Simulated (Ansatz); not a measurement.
Geometry optimisation.

Program: Ansatz.

```
crystal:
  lattice:
    - [0.0, 4.04049237, 4.04049237]
    - [4.04049237, 0.0, 4.04049237]
    - [4.04049237, 4.04049237, 0.0]
  atoms:
    - { symbol: Mg, position: [0.75, 0.75, 0.75] }
    - { symbol: B, position: [0.25, 0.25, 0.25] }
    - { symbol: P, position: [0.5, 0.5, 0.5] }
    - { symbol: S, position: [0.3673794, 0.8978618, 0.3673794] }
    - { symbol: S, position: [0.3673794, 0.3673794, 0.3673794] }
    - { symbol: S, position: [0.8978618, 0.3673794, 0.3673794] }
    - { symbol: S, position: [0.3673794, 0.3673794, 0.8978618] }
basis:
  ecutwfc: 420
kpoints:
  mp_grid: { grid: [4, 4, 4] }
hamiltonian:
  xc: pbe
scf:
  occupations: { method: gaussian, width: 0.1 }
  lower_state_search: "off"
output:
  forces: true
  stress: true
  eigenvalues: true
relax:
  adjacent_minimum: "off"
  f_tol: 0.04
  max_steps: 70
  cell: { stress_tol: 0.4 }
```

Command:
```bash
ansatz run input.yaml --threads 1 --pin off --max-ram 2048MiB --backend cpu --events-out ev --progress --plain --runs-dir out
```

**How does the optimisation go?**

The optimisation met its thresholds at geometry 5, counting the start as the first. The energy fell by about 930 meV/atom from the first step to the last. The largest force component goes from about 1.5 eV/Å at the start to 0.03 eV/Å at the end. The volume grows from 18.8 to 28.8 Å³ per atom (+53 %), as the pressure goes from 43 GPa to −0.29 GPa.

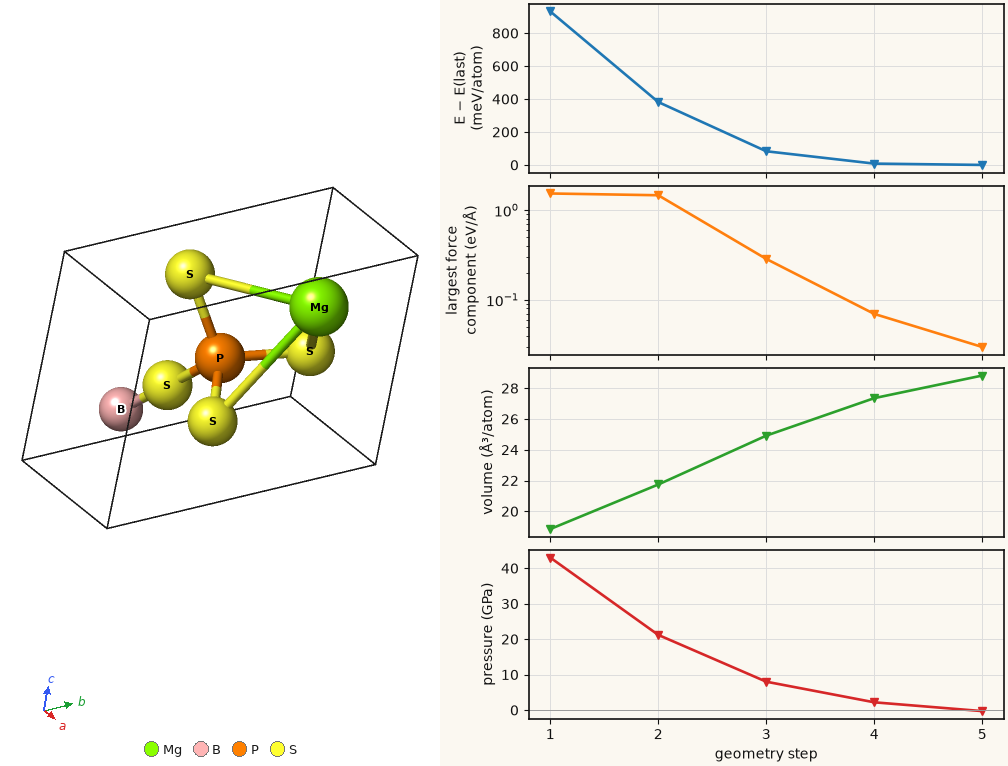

Beside the plot: the structure at the start.

History of the run, step by step. Atoms and cell relax. A closing SCF on a freshly chosen basis isn't drawn.
